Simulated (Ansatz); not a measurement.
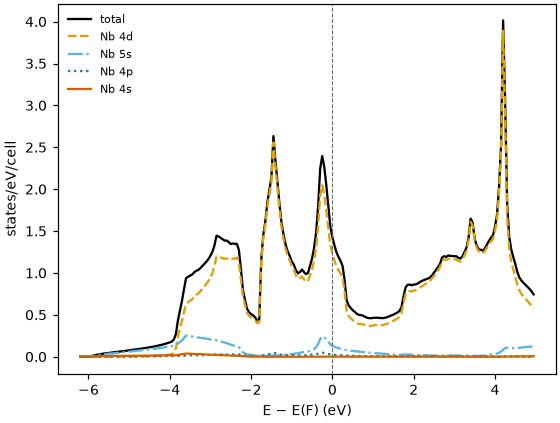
Fig. 1. Total and projected density of states of Nb (bcc (W type), Im-3m), plane-wave PAW PBE+D3(BJ) (Ansatz code)

### Question
Which orbitals carry the states next to the Fermi level?

### Answer
Within 0.5 eV of the Fermi level: Nb 4d 86 %, Nb 5s 9 %. Projections are on Löwdin-orthogonalised atomic valence shells; empty p or d shells of many metals are not among them.

### Question
Where is the tallest occupied peak in this window, and what makes it?

### Answer
Near -1.4 eV, about 2.6 states/eV per cell; the largest projected share is Nb 4d.

The PBE+D3(BJ) relaxation kept the symmetry of its start. No spin polarisation was allowed. The pairwise dispersion correction was not fitted to metals. Spin–orbit coupling is left out wherever it is not named.

Potentials: the earlier of the program's two PAW sets.
